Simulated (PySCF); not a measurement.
# C6H11NO (SMILES CN(C)C(=O)C1CC1): what the fields show

```yaml
atoms:
  - { symbol: C, position_ang: [2.1089, -1.2787, -0.5577] }
  - { symbol: N, position_ang: [1.0852, -0.2690, -0.4383] }
  - { symbol: C, position_ang: [1.3677, 1.0026, -1.0549] }
  - { symbol: C, position_ang: [-0.0321, -0.5577, 0.2985] }
  - { symbol: O, position_ang: [-0.2207, -1.6666, 0.7752] }
  - { symbol: C, position_ang: [-1.0375, 0.5303, 0.5151] }
  - { symbol: C, position_ang: [-1.8674, 0.4123, 1.7697] }
  - { symbol: C, position_ang: [-2.4899, 0.1144, 0.4552] }
  - { symbol: H, position_ang: [1.7663, -2.1775, -0.0324] }
  - { symbol: H, position_ang: [3.0585, -0.9354, -0.1113] }
  - { symbol: H, position_ang: [2.2961, -1.5263, -1.6166] }
  - { symbol: H, position_ang: [1.9562, 1.6736, -0.4020] }
  - { symbol: H, position_ang: [1.9530, 0.8341, -1.9718] }
  - { symbol: H, position_ang: [0.4495, 1.5221, -1.3536] }
  - { symbol: H, position_ang: [-0.8022, 1.5410, 0.1833] }
  - { symbol: H, position_ang: [-1.6251, -0.4421, 2.4059] }
  - { symbol: H, position_ang: [-2.1307, 1.3392, 2.2848] }
  - { symbol: H, position_ang: [-2.6728, -0.9361, 0.2166] }
  - { symbol: H, position_ang: [-3.1967, 0.8289, 0.0260] }
```

Geometry: PBE0-D3(BJ)/def2-SVP.

Method: CAM-B3LYP/def2-SVPD, SCF density, gas phase (PySCF).

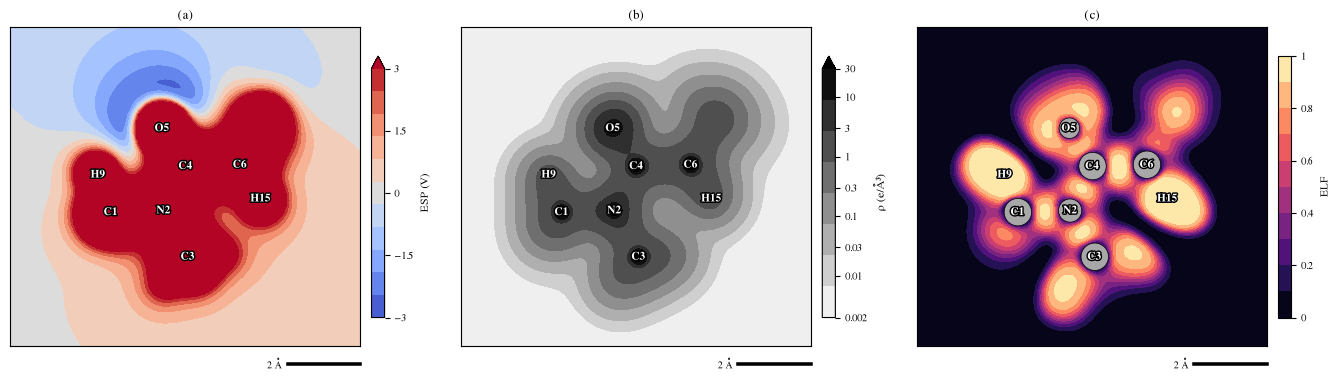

Figure 1. (a) electrostatic potential; (b) electron density; (c) ELF on the plane of atoms N2, C4 and C6. Grey discs cover the atomic cores in the ELF map.

Read the bonding off the picture.

Answer. Atoms in the plane: C, N, O and H.
C–O (1.22 Å): ρ at the midpoint is about 3.2 e/Å³; the ELF peaks at about 0.85 between the atoms; a short, multiple covalent bond.
C–N (1.37 Å): the density is about 2.3 e/Å³ at the midpoint; the ELF peaks at about 0.90 between the atoms (localised, covalent bonding).
C–C (1.50 Å): the density is about 1.8 e/Å³ at the midpoint; the ELF peaks at about 0.95 between the atoms, as expected for a covalent bond.
C–H (1.09 Å): ρ at the midpoint is about 2 e/Å³; the ELF climbs to about 1 towards the hydrogen, as it does in any bond to H; an ordinary covalent bond to hydrogen.
C–N (1.44 Å): the density is about 2 e/Å³ at the midpoint; the ELF peaks at about 0.95 between the atoms: a covalent bond.
The ELF also peaks beside O5, away from the bonds: lone-pair regions.
Outside the dense part of the molecule the potential is most negative (−2.5 V) near O5.

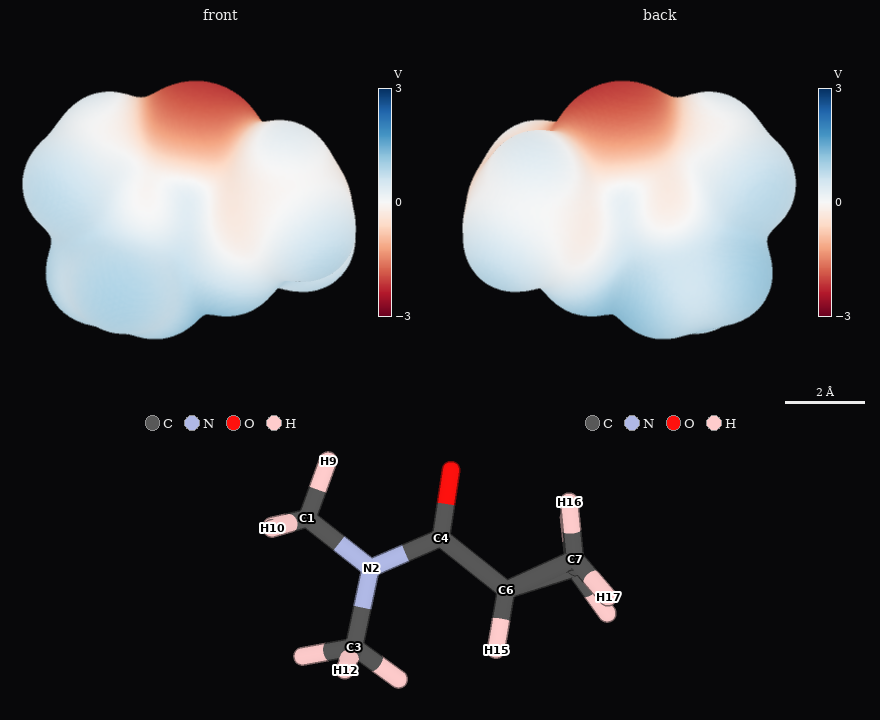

Figure 2. The electrostatic potential painted on the density surface at 0.002 e/bohr³, seen from the front and from behind; the colour scale runs from red (negative) to blue (positive). The bare structure is drawn below in the same view.

Where is the surface potential most negative and most positive?

Answer. The most negative region (about −2.1 V, or −48 kcal/mol for a unit charge) lies over O5, the most positive (about +1.2 V, or +28 kcal/mol for a unit charge) over H14 and H15. O5 is the likeliest acceptor of a hydrogen bond.

What dipole moment does the calculation give?

Answer. Its dipole moment is 3.71 D.
